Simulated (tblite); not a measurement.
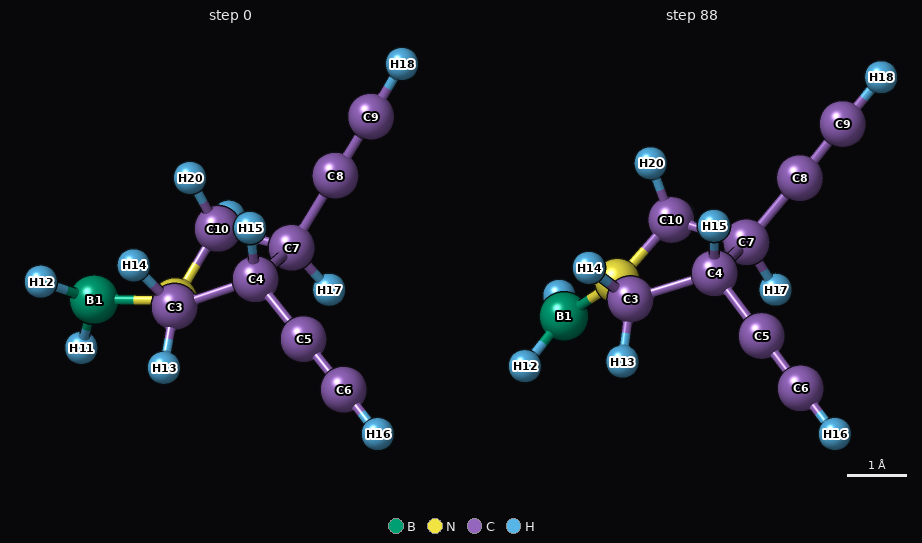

The structure of C₈H₁₀BN before (left) and after (right) a relaxation, at one scale.

A ball-and-stick model, seen at a tilt.

Theory: GFN2-xTB geometry optimisation, gas phase (tblite). 

### Summarise the run.

Over 88 geometry steps the energy falls by 40.0 kcal/mol. The largest move after the best rigid fit is that of an H atom, 1.53 Å. By element the largest moves are H 1.53 Å, N 0.51 Å, B 0.33 Å, C 0.27 Å. Some distances before and after: B–N 1.524 → 1.376 Å, C–C 1.479 → 1.444 Å, B–H 1.198 → 1.172 Å, C–H 1.072 → 1.049 Å. Among the angles between lasting bonds that change: B–N–C 113.0° → 126.8°, B–N–C 113.4° → 125.9°, H–B–H 116.3° → 122.2°. The run took 2.1 s on 1 thread of Intel(R) Xeon(R) Processor @ 2.50GHz, on a shared host.
